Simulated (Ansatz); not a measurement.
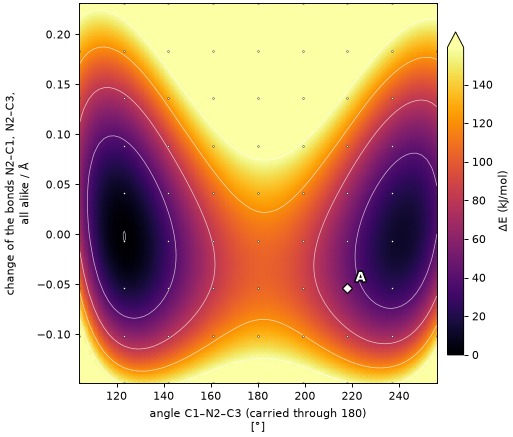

C3H9NSi, SMILES CN=CC[SiH3]. First axis: angle C1–N2–C3 (carried through 180). Second axis: change of the bonds N2–C1, N2–C3, all alike. Nothing is relaxed (all other coordinates rigid). The grid has 9 × 9 points. Points are written as (first, second). Energies are in kJ/mol, from the lowest grid point. Method: RKS B3LYP-D4/def2-SVP (Ansatz 0.2.0).

The picture shows a smooth colour map with a few white contour lines, dots at the grid points, one colour for all values above the top of the scale, the point A. Between grid points the surface is interpolated.

**Which way does the force act at A, and how strong is it?**

A, at (218°, −0.054 Å), is not a stationary point. The computed force is 2.1 kJ/mol for each degree towards larger values of the first coordinate and 370 kJ/mol for each Å towards larger values of the second coordinate.
